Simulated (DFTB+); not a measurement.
# Si₂AsH₇S: single-point calculation

The run: single-point calculation of Si₂AsH₇S. Method and program: GFN1-xTB, R-SCC, dispersion built in (DFTB+ 25.1).

The geometry comes from this level: GFN2-xTB.

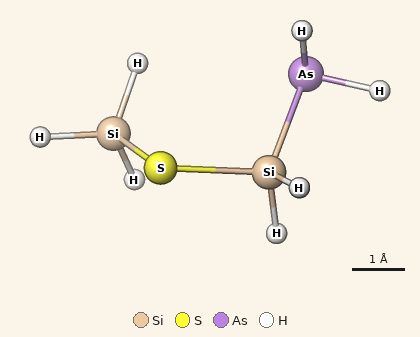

Figure 1. The structure as given in the input (ball-and-stick view, seen at a tilt).

The input (dftb_in.hsd)
```
# GFN1-XTB single point
Geometry = {
  TypeNames = {
    "Si" "S" "As" "H"
  }
  TypesAndCoordinates [Angstrom] = {
    1 0.118170 2.156830 0.109160
    2 -0.928280 0.736510 1.309200
    1 -0.862340 -1.061140 0.102430
    3 1.260760 -1.482980 -0.754700
    4 -0.034250 3.400330 0.840800
    4 1.512630 1.719610 0.001700
    4 -0.497090 2.191420 -1.215740
    4 -1.440960 -2.031910 1.029650
    4 -1.818460 -0.839480 -0.991590
    4 0.895260 -2.912970 -1.020630
    4 1.794540 -1.876230 0.589720
  }
}
Hamiltonian = xTB {
  Method = "GFN1-xTB"
  Charge = 0
  MaxSCCIterations = 100
  Mixer = Broyden {}
}
Options = {
  WriteResultsTag = Yes
}
InputVersion = 25.1
```

Command:
```bash
dftb+ > output.log
```

What the program printed
```
|  DFTB+ development version (commit: a23bfb2)

Reading input file 'dftb_in.hsd'
Parser version: 14

--------------------------------------------------------------------------------

Processed input in HSD format written to 'dftb_pin.hsd'

Starting initialization...
--------------------------------------------------------------------------------
OpenMP threads:              1
Chosen random seed:          1981472820
Current stacksize:           unlimited
Mode:                        Static calculation
Self consistent charges:     Yes
SCC-tolerance:                 0.100000E-04
Max. scc iterations:                    100
Shell resolved Hubbard:      Yes
Spin polarisation:           No
Nr. of up electrons:            13.000000
Nr. of down electrons:          13.000000
Periodic boundaries:         No
Electronic solver:           Relatively robust
Mixer:                       Broyden mixer
Mixing parameter:                  0.200000
Nr. of chrg. vec. in memory:            100
Max. SCC-cycles:                        100
tblite library version:      0.3.0
-> parametrization:          GFN1-xTB
-> repulsion:                Yes
-> dispersion:               Yes
-> halogen bonding:          Yes
-> electrostatics:           Yes
   -> isotropic:             Yes
   -> anisotropic:           No
   -> third-order:           Yes
Electronic temperature:              0.950045E-03 H      0.258520E-01 eV
Initial charges:             Set automatically (system chrg:   0.000E+00)
Included shells:            Si:  s, p, d
                             S:  s, p, d
                            As:  s, p, d
                             H:  s, s2
Extra options:
                             Mulliken analysis

--------------------------------------------------------------------------------

***  Geometry step: 0

 iSCC Total electronic   Diff electronic      SCC error
    1   -0.13656018E+02    0.00000000E+00    0.81370722E+00
    2   -0.13717766E+02   -0.13656018E+02    0.61914455E+00
    3   -0.13722915E+02   -0.61747622E-01    0.37463052E+00
    4   -0.13723586E+02   -0.51497684E-02    0.14371628E+00
    5   -0.13725673E+02   -0.67036133E-03    0.38817949E-01
    6   -0.13725746E+02   -0.20873461E-02    0.19969001E-01
    7   -0.13725906E+02   -0.72453660E-04    0.53556922E-02
    8   -0.13725906E+02   -0.16060136E-03    0.40194766E-02
    9   -0.13725910E+02    0.57458214E-06    0.14865015E-02
   10   -0.13725910E+02   -0.44211369E-05    0.50658148E-03
   11   -0.13725910E+02   -0.43732790E-06    0.35230173E-04
   12   -0.13725910E+02   -0.62699394E-07    0.34910125E-04
   13   -0.13725910E+02   -0.76799722E-09    0.64719830E-05

Total Energy:                      -13.6493408719 H         -371.4175 eV
Extrapolated to 0K:                -13.6493408719 H         -371.4175 eV
Total Mermin free energy:          -13.6493408719 H         -371.4175 eV
Force related energy:              -13.6493408719 H         -371.4175 eV

--------------------------------------------------------------------------------
--------------------------------------------------------------------------------
SCC                                    +       0.02 ( 80.5%)       0.03 ( 83.8%)
--------------------------------------------------------------------------------
Missing                                +       0.01 ( 19.5%)       0.01 ( 16.2%)
Total                                  =       0.03 (100.0%)       0.04 (100.0%)
--------------------------------------------------------------------------------
```

File detailed.out
```
Fermi distribution function

Calculation with static geometry

********************************************************************************
 iSCC Total electronic   Diff electronic      SCC error
   13   -0.13725910E+02   -0.76799722E-09    0.64719830E-05
********************************************************************************

 Total charge:    -0.00000000

 Atomic gross charges (e)
 Atom           Charge
    1       0.26327202
    2      -0.17118156
    3       0.23152019
    4       0.05694292
    5      -0.06479184
    6      -0.07883879
    7      -0.07364699
    8      -0.06915308
    9      -0.07722561
   10      -0.01114795
   11      -0.00574930

Nr. of electrons (up):     26.00000000
Atom populations (up)
 Atom       Population
    1       3.73672798
    2       6.17118156
    3       3.76847981
    4       4.94305708
    5       1.06479184
    6       1.07883879
    7       1.07364699
    8       1.06915308
    9       1.07722561
   10       1.01114795
   11       1.00574930

l-shell populations (up)
 Atom Sh.   l       Population
    1   1   0       1.26232247
    1   2   1       1.82888793
    1   3   2       0.64551759
    2   1   0       1.86790341
    2   2   1       4.31420968
    2   3   2      -0.01093152
    3   1   0       1.28181999
    3   2   1       1.80037965
    3   3   2       0.68628017
    4   1   0       1.78059268
    4   2   1       3.12755981
    4   3   2       0.03490459
    5   1   0       1.06665093
    5   2   0      -0.00185909
    6   1   0       1.08036099
    6   2   0      -0.00152220
    7   1   0       1.07606464
    7   2   0      -0.00241765
    8   1   0       1.07018949
    8   2   0      -0.00103640
    9   1   0       1.07949161
    9   2   0      -0.00226600
   10   1   0       1.00666878
   10   2   0       0.00447917
   11   1   0       1.00111683
   11   2   0       0.00463247

Orbital populations (up)
 Atom Sh.   l   m       Population  Label
    1   1   0   0       1.26232247  s
    1   2   1  -1       0.57651003  p_y
    1   2   1   0       0.62422677  p_z
    1   2   1   1       0.62815113  p_x
    1   3   2  -2       0.17527322  d_xy
    1   3   2  -1       0.09470080  d_yz
    1   3   2   0       0.11529869  d_z2
    1   3   2   1       0.19806870  d_xz
    1   3   2   2       0.06217618  d_x2-y2
    2   1   0   0       1.86790341  s
    2   2   1  -1       1.29938852  p_y
    2   2   1   0       1.45391474  p_z
    2   2   1   1       1.56090642  p_x
    2   3   2  -2      -0.00258336  d_xy
    2   3   2  -1      -0.00258202  d_yz
    2   3   2   0      -0.00413738  d_z2
    2   3   2   1      -0.00114253  d_xz
    2   3   2   2      -0.00048623  d_x2-y2
    3   1   0   0       1.28181999  s
    3   2   1  -1       0.51108578  p_y
    3   2   1   0       0.61086573  p_z
    3   2   1   1       0.67842814  p_x
    3   3   2  -2       0.09157492  d_xy
    3   3   2  -1       0.21316280  d_yz
    3   3   2   0       0.14162340  d_z2
    3   3   2   1       0.09529889  d_xz
    3   3   2   2       0.14462015  d_x2-y2
    4   1   0   0       1.78059268  s
    4   2   1  -1       0.98677950  p_y
    4   2   1   0       1.02465511  p_z
    4   2   1   1       1.11612520  p_x
    4   3   2  -2       0.00858385  d_xy
    4   3   2  -1       0.01344050  d_yz
    4   3   2   0       0.00276511  d_z2
    4   3   2   1       0.01145413  d_xz
    4   3   2   2      -0.00133901  d_x2-y2
    5   1   0   0       1.06665093  s
    5   2   0   0      -0.00185909  s2
    6   1   0   0       1.08036099  s
    6   2   0   0      -0.00152220  s2
    7   1   0   0       1.07606464  s
    7   2   0   0      -0.00241765  s2
    8   1   0   0       1.07018949  s
    8   2   0   0      -0.00103640  s2
    9   1   0   0       1.07949161  s
    9   2   0   0      -0.00226600  s2
   10   1   0   0       1.00666878  s
   10   2   0   0       0.00447917  s2
   11   1   0   0       1.00111683  s
   11   2   0   0       0.00463247  s2

Fermi level:                        -0.3047308804 H           -8.2921 eV
Band energy:                       -13.6757357025 H         -372.1357 eV
TS:                                  0.0000000000 H            0.0000 eV
Band free energy (E-TS):           -13.6757357025 H         -372.1357 eV
Extrapolated E(0K):                -13.6757357025 H         -372.1357 eV
Input / Output electrons (q):     26.0000000000     26.0000000000

Energy H0:                         -13.7337145416 H         -373.7134 eV
Energy SCC:                          0.0078040856 H            0.2124 eV
Total Electronic energy:           -13.7259104560 H         -373.5010 eV
Repulsive energy:                    0.0819480289 H            2.2299 eV
Halogen correction energy:           0.0000000000 H            0.0000 eV
Total energy:                      -13.6493408719 H         -371.4175 eV
Extrapolated to 0:                 -13.6493408719 H         -371.4175 eV
Total Mermin free energy:          -13.6493408719 H         -371.4175 eV
Force related energy:              -13.6493408719 H         -371.4175 eV

Non-constrained calculation

SCC converged

Dipole moment:    0.36940982   -0.29977684   -0.40393423 au
Dipole moment:    0.93894618   -0.76195680   -1.02669849 Debye
```

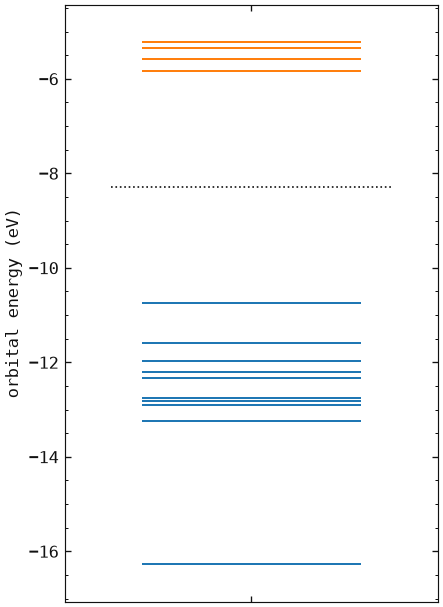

Figure 2. Orbital energies near the frontier; the dotted line parts filled from empty levels, and levels within 0.02 eV of each other stand side by side. Highest filled −10.74 eV, lowest empty −5.84 eV, 4.90 eV apart.

Results in brief

- outcome: converged
- Mermin free energy: −13.649341 hartree
- basis functions: 50
- HOMO: −10.74 eV
- LUMO: −5.84 eV
- dipole moment: 1.59 D
- hardware: 1 thread of Intel Xeon @ 2.50GHz (Skylake/Cascade Lake), 32 GiB of memory available, shared host
- peak memory: 0.072 GiB

Notes

Settings chosen away from the usual ones: mixer.
